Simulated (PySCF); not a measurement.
Molecule: Ge(H)(F)3, HF₃Ge, SMILES [F][GeH]([F])[F]. Atoms near the plane z = 1.2 Å, at the PBE0/def2-SVP optimised geometry (x, y, z in Å): Ge1 (-0.4, -0.8, 0.0), F3 (-1.1, -1.6, 1.4), F4 (-1.1, 0.8, 0.0), H5 (1.1, -0.8, 0.0).

Calculation: PBE0/def2-TZVP (PySCF 2.14.0). Cells within 0.4 Å of a nucleus heavier than hydrogen are left out (blank, or x). The values are rescaled to run from 0 to 1.

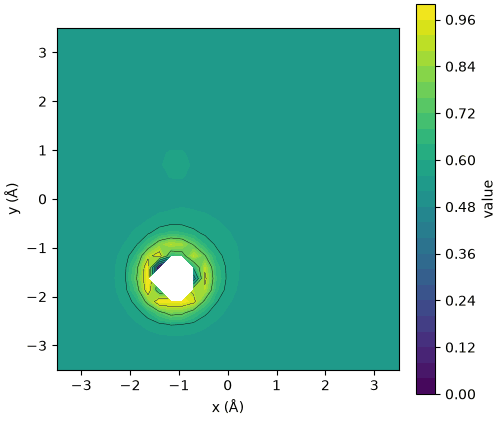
Fig. 1. a field on the plane z = 1.2 Å.

Problem. Which quantity is mapped?
(A) an orbital amplitude
(B) Laplacian of the electron density
(C) electrostatic potential
(D) electron localisation function

Solution. B, Laplacian of the electron density. In full: Laplacian of the electron density (e/bohr⁵).
